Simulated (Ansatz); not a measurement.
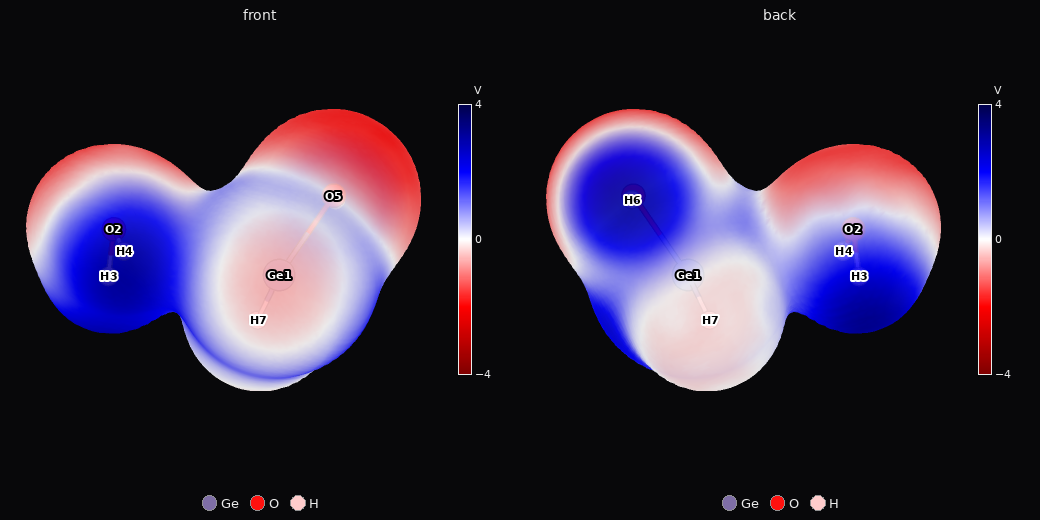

Figure. GeH2O···H2O. The molecular electrostatic potential painted on the density surface at 0.004 e/bohr³, seen from the front and from behind; the colour scale runs from red (negative) to blue (positive).

Not at a stationary point (largest force 0.9 eV/Å).

The calculation used RKS PBE-D4/def2-SVP (Ansatz).

```yaml
atoms:
  - { symbol: Ge, position_ang: [0.0167, 0.0331, -0.9503] }
  - { symbol: O, position_ang: [1.1567, 0.1516, 1.7729] }
  - { symbol: H, position_ang: [0.7504, -0.7258, 1.9109] }
  - { symbol: H, position_ang: [1.8554, -0.0490, 1.0991] }
  - { symbol: O, position_ang: [-1.1277, 1.4395, -1.0287] }
  - { symbol: H, position_ang: [-1.9830, 1.2474, -0.6003] }
  - { symbol: H, position_ang: [-0.9905, -0.9851, -0.1622] }
```

Question: Where is the surface potential most negative and most positive?

Answer: The most negative region (about −1.8 V) lies over O5, the most positive (about +3.1 V) over H3 and H4. O5 is the likeliest acceptor of a hydrogen bond.
